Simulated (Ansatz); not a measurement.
Geometry relaxation of AlH4OF

AlH4OF, computed with RKS BLYP-D4/def2-SVP (Ansatz 0.2.0).

The input holds or restrains some coordinates. It belongs to a series of runs on one base structure; here: pulled along the bonds that form and break, towards end B. Figures and captions count atoms from 1; the log counts them from 0 in places.

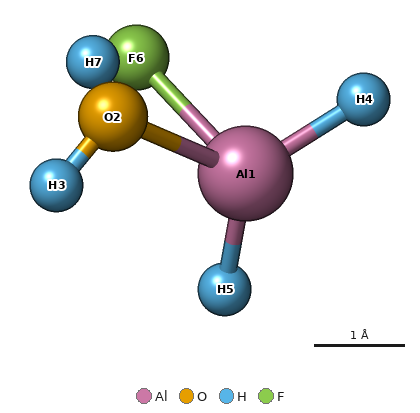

*The starting structure (ball-and-stick view, seen at a tilt; atoms are numbered from 1 in the order of the input). Sticks mark near contacts.*

Bond lengths as drawn: Al–F 1.99 Å, Al–H 1.56 Å, Al–O 2.13 Å and H–O 1.01 Å.

The input
```yaml
crystal:
  periodic: [false, false, false]
  atoms:
    - { symbol: Al, position_ang: [0.0, 0.0, 0.0] }
    - { symbol: O, position_ang: [0.0, 0.0, 2.13] }
    - { symbol: H, position_ang: [-0.9095, -0.2814, 2.4671] }
    - { symbol: H, position_ang: [1.351, 0.0, -0.78] }
    - { symbol: H, position_ang: [-1.351, 0.0, -0.78] }
    - { symbol: F, position_ang: [0.0892, 1.8864, 0.6275] }
    - { symbol: H, position_ang: [0.0593, 1.2535, 1.7062] }
basis:
  gaussian: { orbitals: def2-SVP }
hamiltonian:
  xc: blyp
  dispersion: d4
relax:
  f_tol: 0.15
  max_steps: 25
  restrain:
    - { distance: [0, 5], at: 1.69, k: 30.0 }
    - { distance: [6, 1], at: 1.01, k: 30.0 }
    - { distance: [0, 1], at: 2.98, k: 30.0 }
    - { distance: [6, 5], at: 2.12, k: 30.0 }
output:
  orbitals: {}
```

Run on 1 thread of Arm Neoverse N1, 98 GiB of memory available, shared host.

Launch command:
```bash
ansatz run input.yaml --threads 1 --pin off --max-ram 2048MiB --backend cpu --events-out ev --progress --plain --runs-dir out
```

The program's output
```
The last accepted step is kept in [file] (removed where the run ends without a failure and the disk answers)
Engine: ansatz 0.2.0, aarch64-unknown-linux-gnu
Functional definition: BLYP
  parameter beta = 0.0042
  parameter a = 0.04918
  parameter b = 0.132
  parameter c = 0.2533
  parameter d = 0.349
  exchange = b88_x(beta = beta)
  correlation = lyp_c(a = a, b = b, c = c, d = d)
716 factors; their error is unknown
mean field evaluation 1: about -11413.8653 eV, gradient 5.9e1 eV
mean field evaluation 2: about -11379.9111 eV, gradient 1.4e2 eV
mean field evaluation 4: about -11420.0647 eV, gradient 1.5e1 eV
mean field evaluation 8: about -11420.3987 eV, gradient 1.0e-1 eV
mean field evaluation 16: about -11420.3641 eV, gradient 3.1e-5 eV
mean field -11420.36411308 eV, -419.6906401550 hartree, gradient 3.1e-5 eV, S^2 0.000000; 0 other end points of the search recorded, 0 dependent functions left out
the calculation of the forces begins
reference -11420.36442030 eV, -419.6906514451 hartree; 17, 17 occupied and 49, 49 virtual orbitals, 716 factors
relax step   1: F+E_penalty+E_count = -11420.54087365 eV  Δ(F+E_penalty+E_count) = +0.000e0 eV  max|allowed force component| = 2.279e0 eV/Å  E_restraint = 24.99862606 eV  max|allowed force component, restraints' pulls added| = 2.521e1 eV/Å  Δτ_max = 0.0000 Å  (25 SCF iters, accepted)
  distance Al 0 - F 5 = 1.9900 Å
  distance H 6 - O 1 = 1.3245 Å
  distance Al 0 - O 1 = 2.1300 Å
  distance H 6 - F 5 = 1.2510 Å
these checks for a lower state are left out or cut short: starts, cluster_reference, orbital_swaps, neighbouring_geometries, increment
716 factors; their error is unknown
mean field -11420.34371147 eV, -419.6898904095 hartree, gradient 5.7e-6 eV, S^2 0.000000; 0 other end points of the search recorded, 0 dependent functions left out
the calculation of the forces begins
reference -11420.34402087 eV, -419.6899017796 hartree; 17, 17 occupied and 49, 49 virtual orbitals, 716 factors
relax step   2: F+E_penalty+E_count = -11420.51564067 eV  Δ(F+E_penalty+E_count) = +2.523e-2 eV  max|allowed force component| = 2.982e0 eV/Å  E_restraint = 9.63509001 eV  max|allowed force component, restraints' pulls added| = 1.741e1 eV/Å  Δτ_max = 0.1948 Å  (33 SCF iters, accepted)
  distance Al 0 - F 5 = 1.8826 Å
  distance H 6 - O 1 = 1.1674 Å
  distance Al 0 - O 1 = 2.4590 Å
  distance H 6 - F 5 = 1.5641 Å
these checks for a lower state are left out or cut short: starts, cluster_reference, orbital_swaps, neighbouring_geometries, increment
716 factors; their error is unknown
mean field evaluation 32: about -11420.7208 eV, gradient 2.3e-5 eV
mean field -11420.72079509 eV, -419.7037479769 hartree, gradient 2.3e-5 eV, S^2 0.000000; 0 other end points of the search recorded, 0 dependent functions left out
the calculation of the forces begins
reference -11420.72110516 eV, -419.7037593717 hartree; 17, 17 occupied and 49, 49 virtual orbitals, 716 factors
relax step   3: F+E_penalty+E_count = -11420.88748080 eV  Δ(F+E_penalty+E_count) = -3.718e-1 eV  max|allowed force component| = 2.539e0 eV/Å  E_restraint = 2.15131280 eV  max|allowed force component, restraints' pulls added| = 7.170e0 eV/Å  Δτ_max = 0.1948 Å  (32 SCF iters, accepted)
  distance Al 0 - F 5 = 1.7751 Å
  distance H 6 - O 1 = 1.0241 Å
  distance Al 0 - O 1 = 2.6995 Å
  distance H 6 - F 5 = 1.8806 Å
these checks for a lower state are left out or cut short: starts, cluster_reference, orbital_swaps, neighbouring_geometries, increment
716 factors; their error is unknown
mean field -11420.97005781 eV, -419.7129082128 hartree, gradient 1.6e-5 eV, S^2 0.000000; 0 other end points of the search recorded, 0 dependent functions left out
the calculation of the forces begins
reference -11420.97037374 eV, -419.7129198231 hartree; 17, 17 occupied and 49, 49 virtual orbitals, 716 factors
relax step   4: F+E_penalty+E_count = -11421.13045273 eV  Δ(F+E_penalty+E_count) = -2.430e-1 eV  max|allowed force component| = 6.527e-1 eV/Å  E_restraint = 0.06725725 eV  max|allowed force component, restraints' pulls added| = 1.692e0 eV/Å  Δτ_max = 0.1996 Å  (27 SCF iters, accepted)
  distance Al 0 - F 5 = 1.6913 Å
  distance H 6 - O 1 = 0.9767 Å
  distance Al 0 - O 1 = 2.9267 Å
  distance H 6 - F 5 = 2.0970 Å
these checks for a lower state are left out or cut short: starts, cluster_reference, orbital_swaps, neighbouring_geometries, increment
716 factors; their error is unknown
mean field -11421.05246329 eV, -419.7159365585 hartree, gradient 1.1e-5 eV, S^2 0.000000; 0 other end points of the search recorded, 0 dependent functions left out
the calculation of the forces begins
reference -11421.05278673 eV, -419.7159484447 hartree; 17, 17 occupied and 49, 49 virtual orbitals, 716 factors
relax step   5: F+E_penalty+E_count = -11421.21152175 eV  Δ(F+E_penalty+E_count) = -8.107e-2 eV  max|allowed force component| = 8.847e-1 eV/Å  E_restraint = 0.02502191 eV  max|allowed force component, restraints' pulls added| = 8.847e-1 eV/Å  Δτ_max = 0.2000 Å  (30 SCF iters, accepted)
  distance Al 0 - F 5 = 1.7029 Å
  distance H 6 - O 1 = 0.9966 Å
  distance Al 0 - O 1 = 2.9458 Å
  distance H 6 - F 5 = 2.1077 Å
these checks for a lower state are left out or cut short: starts, cluster_reference, orbital_swaps, neighbouring_geometries, increment
716 factors; their error is unknown
mean field -11421.00280121 eV, -419.7141115107 hartree, gradient 1.2e-5 eV, S^2 0.000000; 0 other end points of the search recorded, 0 dependent functions left out
the calculation of the forces begins
reference -11421.00312220 eV, -419.7141233071 hartree; 17, 17 occupied and 49, 49 virtual orbitals, 716 factors
relax step   6: F+E_penalty+E_count = -11421.15954742 eV  Δ(F+E_penalty+E_count) = +5.197e-2 eV  max|allowed force component| = 1.232e0 eV/Å  E_restraint = 0.01003404 eV  max|allowed force component, restraints' pulls added| = 1.355e0 eV/Å  Δτ_max = 0.1793 Å  (26 SCF iters, rejected (line search))
  distance Al 0 - F 5 = 1.7010 Å
  distance H 6 - O 1 = 1.0170 Å
  distance Al 0 - O 1 = 2.9641 Å
  distance H 6 - F 5 = 2.1357 Å
these checks for a lower state are left out or cut short: starts, cluster_reference, orbital_swaps, neighbouring_geometries, increment
716 factors; their error is unknown
mean field -11421.06558726 eV, -419.7164188556 hartree, gradient 1.2e-5 eV, S^2 0.000000; 0 other end points of the search recorded, 0 dependent functions left out
the calculation of the forces begins
reference -11421.06590947 eV, -419.7164306966 hartree; 17, 17 occupied and 49, 49 virtual orbitals, 716 factors
relax step   7: F+E_penalty+E_count = -11421.22368098 eV  Δ(F+E_penalty+E_count) = -1.216e-2 eV  max|allowed force component| = 5.462e-1 eV/Å  E_restraint = 0.01274958 eV  max|allowed force component, restraints' pulls added| = 4.263e-1 eV/Å  Δτ_max = 0.0896 Å  (27 SCF iters, accepted)
  distance Al 0 - F 5 = 1.6986 Å
  distance H 6 - O 1 = 0.9961 Å
  distance Al 0 - O 1 = 2.9563 Å
  distance H 6 - F 5 = 2.1155 Å
these checks for a lower state are left out or cut short: starts, cluster_reference, orbital_swaps, neighbouring_geometries, increment
716 factors; their error is unknown
mean field evaluation 64: about -11421.1018 eV, gradient 2.9e-2 eV
mean field -11421.06682331 eV, -419.7164642797 hartree, gradient 1.2e-5 eV, S^2 0.000000; 0 other end points of the search recorded, 0 dependent functions left out
the calculation of the forces begins
reference -11421.06714486 eV, -419.7164760963 hartree; 17, 17 occupied and 49, 49 virtual orbitals, 716 factors
relax step   8: F+E_penalty+E_count = -11421.22471733 eV  Δ(F+E_penalty+E_count) = -1.036e-3 eV  max|allowed force component| = 6.397e-1 eV/Å  E_restraint = 0.00951200 eV  max|allowed force component, restraints' pulls added| = 5.042e-2 eV/Å  Δτ_max = 0.0596 Å  (26 SCF iters, accepted)
```

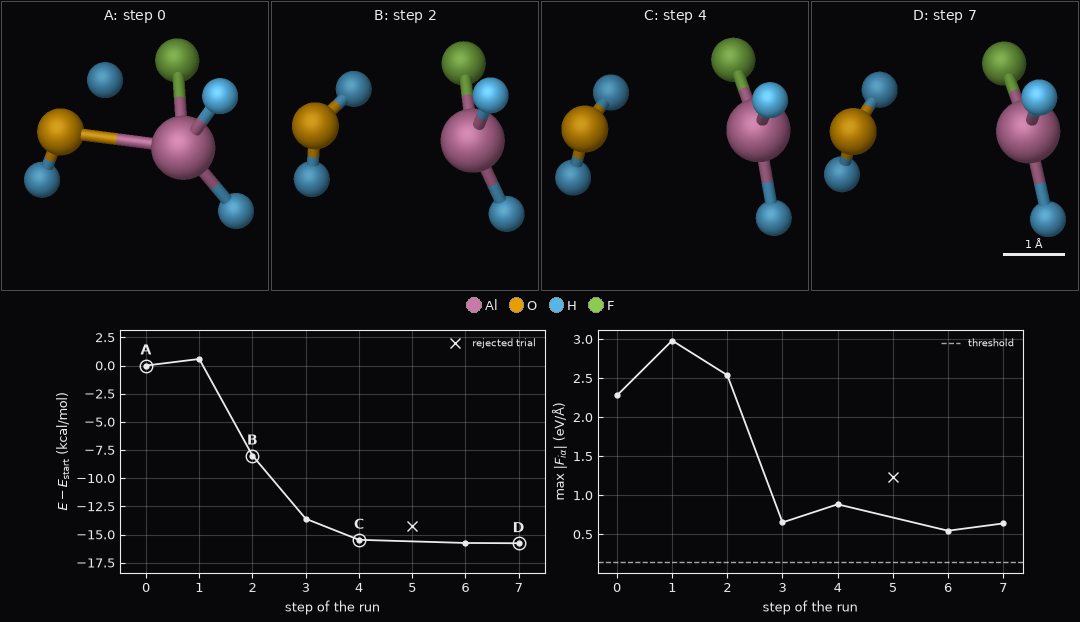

*Frames of the restrained relaxation (ball-and-stick view, seen at a tilt) above the curves, on which the letters mark them (the first geometry is step 0 here and step 1 in the log).*

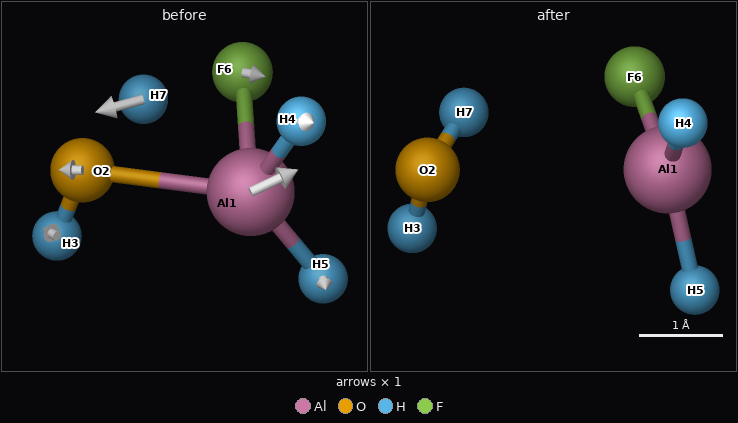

*Before (left) and after (right) the restrained relaxation, at one scale (ball-and-stick view, seen at a tilt). The white arrows give the displacements, at true length.*

Al1 moves most after the best rigid fit: 0.65 Å. Largest moves by element: Al 0.65 Å, H 0.61 Å, O 0.30 Å, F 0.29 Å. Among the contacts that change: Al1–O2 2.130 → 2.961 Å, O2–H7 1.325 → 0.995 Å, Al1–F6 1.990 → 1.696 Å, O2–H3 1.010 → 0.979 Å. New bonds form: O2–H7 (1.32 → 0.99 Å). Bonds break: Al1–O2 (2.13 → 2.96 Å). Among the angles that change: H4–Al1–F6 96.8° → 116.7°, H5–Al1–F6 101.3° → 115.4°, H4–Al1–H5 120.0° → 127.4°. After 7 geometry steps the energy has fallen by 15.8 kcal/mol. The largest force component goes from 2.3 to 0.64 eV/Å. The line search rejected the trial step at point 5 (counted from 0) and went back. (Atoms are counted from 1 in the order of the input.)

```
  distance Al 0 - F 5 = 1.6963 Å
  distance H 6 - O 1 = 0.9949 Å
  distance Al 0 - O 1 = 2.9609 Å
  distance H 6 - F 5 = 2.1201 Å
716 factors; their error is unknown
mean field -11421.06682331 eV, -419.7164642797 hartree, gradient 1.2e-5 eV, S^2 0.000000; 1 other end points of the search recorded, 0 dependent functions left out
the calculation of the forces begins
reference -11421.06714486 eV, -419.7164760963 hartree; 17, 17 occupied and 49, 49 virtual orbitals, 716 factors
Total energy: -11421.22503888 eV, -419.7222785944 hartree
Atom 0 at     0.061126     0.418492    -0.494491 Å, force    -0.055456    -0.259964     0.470254 eV/Å
Atom 1 at    -0.033061    -0.011576     2.433501 Å, force     0.096335     0.535146    -0.639653 eV/Å
Atom 2 at    -0.970248    -0.124591     2.691255 Å, force    -0.021886     0.005197    -0.022134 eV/Å
Atom 3 at     1.468340    -0.119020    -0.981018 Å, force     0.008472    -0.000220     0.003066 eV/Å
Atom 4 at    -1.370150    -0.163998    -0.857015 Å, force     0.007438     0.004676    -0.005910 eV/Å
Atom 5 at     0.055408     1.896637     0.337764 Å, force     0.009606     0.171265     0.087978 eV/Å
Atom 6 at     0.027585     0.962557     2.240804 Å, force    -0.044509    -0.456100     0.106397 eV/Å
Dipole moment:    -0.275075    -0.017763     0.081891 e Å
```

Trajectory as extended XYZ (Å, eV, eV/Å), 8 frames, from step=1 to step=8
```
7
Properties=species:S:1:pos:R:3:forces:R:3 step=1 energy=-11420.54087
Al    0.0000    0.0000    0.0000    0.2630   2.2791   1.4047
O     0.0000    0.0000    2.1300   -0.8565   0.5862  -1.9016
H    -0.9095   -0.2814    2.4671    1.1007   0.6223  -0.3250
H     1.3510    0.0000   -0.7800    0.4848  -0.6708   0.1075
H    -1.3510    0.0000   -0.7800   -0.5611  -0.5591   0.1588
F     0.0892    1.8864    0.6275   -0.0639  -1.3243   0.8401
H     0.0593    1.2535    1.7062   -0.3670  -0.9335  -0.2846
7
Properties=species:S:1:pos:R:3:forces:R:3 step=2 energy=-11420.51564
Al    0.0074    0.1064   -0.1573    0.2967   2.9824   1.6358
O     0.0101    0.0479    2.3011    0.0000   1.7562  -2.4643
H    -0.9154   -0.2770    2.4763    0.4892   0.8470  -0.0469
H     1.3764   -0.0107   -0.7922    1.0092  -0.8340  -0.2736
H    -1.3747   -0.0086   -0.7896   -0.9531  -0.6901  -0.0681
F     0.0888    1.8758    0.4806   -0.1866  -1.6596   0.2502
H     0.0464    1.1248    1.8519   -0.6554  -2.4019   0.9668
7
Properties=species:S:1:pos:R:3:forces:R:3 step=3 energy=-11420.88748
Al    0.0134    0.2082   -0.2810    0.1934   2.5387   1.1698
O     0.0181    0.0748    2.4152   -0.0905   0.3368  -1.4472
H    -0.9146   -0.2619    2.4777    0.4804   0.7773   0.0198
H     1.3987   -0.0268   -0.8002    1.1910  -0.9296  -0.3905
H    -1.3943   -0.0224   -0.7923   -1.0243  -0.7447  -0.1252
F     0.0872    1.8702    0.3383   -0.2188  -1.0118   0.1659
H     0.0305    1.0165    2.0130   -0.5311  -0.9668   0.6074
7
Properties=species:S:1:pos:R:3:forces:R:3 step=4 energy=-11421.13045
Al    0.0250    0.3451   -0.4258    0.0899   0.3393   0.4065
O     0.0204    0.0558    2.4865    0.0886  -0.5922  -0.6527
H    -0.9156   -0.2386    2.4962    0.0645   0.3227   0.0925
H     1.4633   -0.0907   -0.8214    0.2531  -0.4704  -0.1980
H    -1.4442   -0.0744   -0.7916   -0.1284  -0.3403  -0.0187
F     0.0765    1.8860    0.2695   -0.1238   0.3436   0.3640
H     0.0137    0.9753    2.1574   -0.2438   0.3974   0.0064
7
Properties=species:S:1:pos:R:3:forces:R:3 step=5 energy=-11421.21152
Al    0.0803    0.4258   -0.5007   -0.1851  -0.0783   0.8074
O    -0.0106    0.0358    2.4178   -0.8847   0.3516  -0.3870
H    -0.9492   -0.2133    2.6503    0.7963   0.1947  -0.2001
H     1.4441   -0.1466   -1.0124    0.2216  -0.0557  -0.1176
H    -1.3663   -0.1596   -0.7776   -0.0362   0.0312  -0.0599
F     0.1298    1.9019    0.3471   -0.0462   0.0898  -0.0960
H    -0.0890    1.0144    2.2463    0.1343  -0.5333   0.0533
7
Properties=species:S:1:pos:R:3:forces:R:3 step=6 energy=-11421.15955 accepted=F
Al    0.0761    0.4241   -0.4450   -0.1398  -0.1573   0.1771
O    -0.0269   -0.0361    2.4813   -0.4827   1.2319  -1.0673
H    -0.9950   -0.1491    2.6760    0.6057   0.0997  -0.1475
H     1.4680   -0.1114   -0.9746    0.0228  -0.0290   0.0755
H    -1.3697   -0.1538   -0.7748    0.0601  -0.0173   0.0643
F     0.0731    1.9658    0.2736    0.0201  -0.0899   0.2411
H     0.0134    0.9190    2.1342   -0.0861  -1.0382   0.6569
7
Properties=species:S:1:pos:R:3:forces:R:3 step=7 energy=-11421.22368
Al    0.0614    0.4168   -0.4942   -0.0467  -0.1674   0.5462
O    -0.0091    0.0144    2.4337   -0.4152   0.4670  -0.5286
H    -0.9467   -0.1736    2.6843    0.4064   0.0966  -0.1180
H     1.4560   -0.1435   -0.9742    0.0718  -0.0180  -0.0222
H    -1.3731   -0.1457   -0.8659   -0.0287  -0.0048   0.0020
F     0.0735    1.8972    0.3385   -0.0152   0.1395   0.0346
H    -0.0230    0.9930    2.2486    0.0276  -0.5128   0.0859
7
Properties=species:S:1:pos:R:3:forces:R:3 step=8 energy=-11421.22472
Al    0.0611    0.4185   -0.4945   -0.0555  -0.2600   0.4703
O    -0.0331   -0.0116    2.4335    0.0963   0.5351  -0.6397
H    -0.9702   -0.1246    2.6913   -0.0219   0.0052  -0.0221
H     1.4683   -0.1190   -0.9810    0.0085  -0.0002   0.0031
H    -1.3701   -0.1640   -0.8570    0.0074   0.0047  -0.0059
F     0.0554    1.8966    0.3378    0.0096   0.1713   0.0880
H     0.0276    0.9626    2.2408   -0.0445  -0.4561   0.1064
```

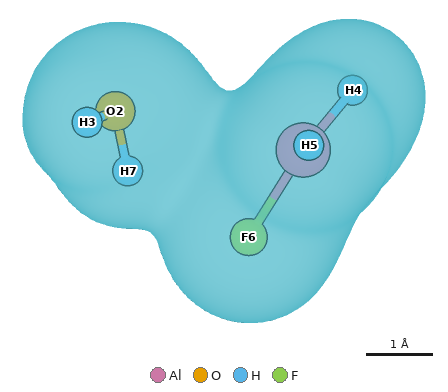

*Isosurface of the electron density at 0.04 e/Å³ (cyan), seen from the side.*

At this value the surface is in one piece. On the grid the lowest density along these lines, outside the cores, is 0.07 e/Å³ (Al···O, 2.96 Å), 0.62 e/Å³ (Al–F, 1.70 Å), 2.3 e/Å³ (O–H, 0.98 Å) and 0.54 e/Å³ (Al–H, 1.58 Å).

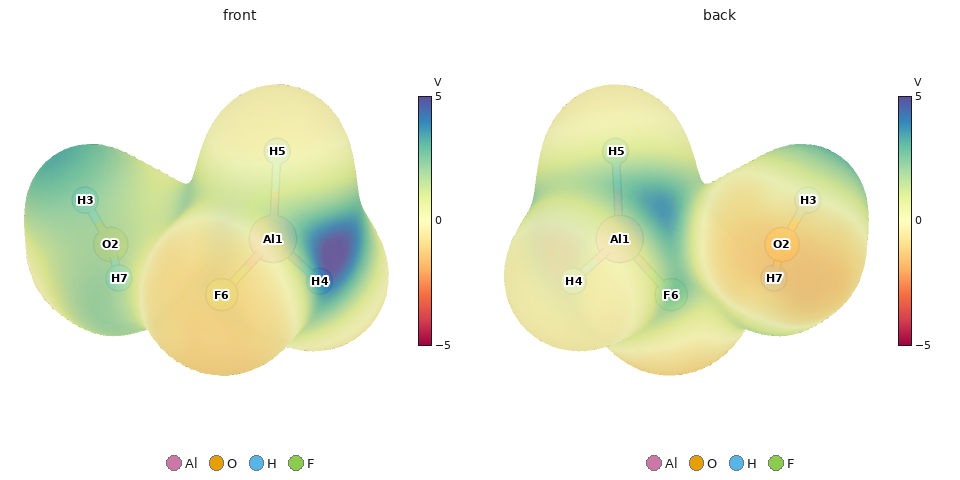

*The electrostatic potential painted on the density surface at 0.004 e/bohr³, seen face on and from behind; the colour scale runs from red (negative) to blue (positive).*

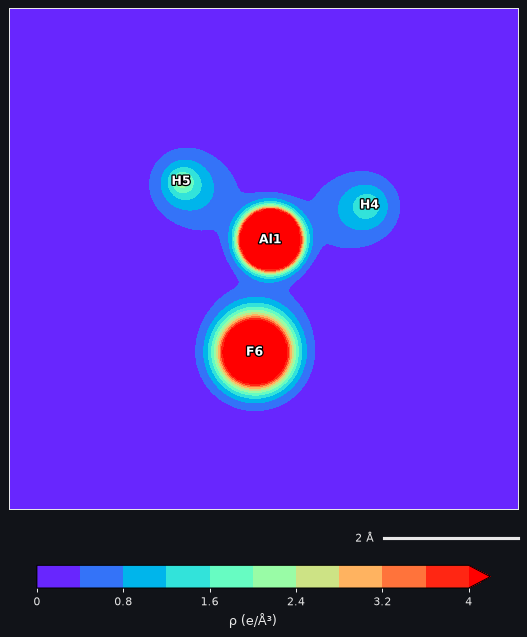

*Total electron density on the plane of atoms H5, Al1 and F6.*

The plane passes through Al, H and F nuclei. Al–H (1.58 Å): ρ is about 0.54 e/Å³ halfway.

Summary

- outcome: converged under the restraints of the input
- total energy: −11421.2250 eV
- mean-field energy: −11421.0671 eV
- largest force (length of the vector) at the end, held atoms and coordinates included: 0.840 eV/Å
- wall time: 25 s
- peak memory: 0.13 GiB
